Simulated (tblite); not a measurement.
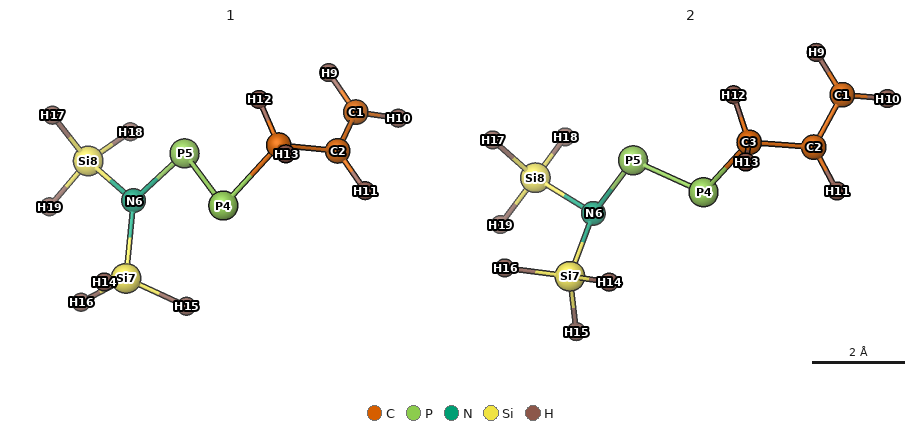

Two geometries of C$_{3}$H$_{11}$NP$_{2}$Si$_{2}$, drawn at one scale. One is the start of a relaxation, the other its converged end. Style: ball-and-stick. Shown from a free direction.

Computed with GFN2-xTB geometry optimisation, gas phase in tblite. 

### Which geometry has the lower energy?

Structure 1 is the relaxed one. After 147 geometry steps the energy has fallen by 1.406 eV. The largest moves after the best rigid fit, 1.74 Å, are those of H15 and H16. Largest moves by element: H 1.74 Å, C 0.95 Å, P 0.83 Å, N 0.62 Å, Si 0.57 Å. Near-neighbour distances that change, for instance: P4–Si7 3.625 → 3.210 Å, P5–N6 1.793 → 1.695 Å, P4–P5 1.996 → 2.033 Å, C1–C2 1.357 → 1.321 Å. Bond angles that change, for instance: C3–P4–P5 122.6° → 96.4°, P5–N6–Si7 108.0° → 122.9°, P4–P5–N6 117.8° → 104.9°. Groups turn about C3–P4 by about 30°. Cost: 1.7 s on 1 thread of Arm Neoverse V1, with other jobs on the host.
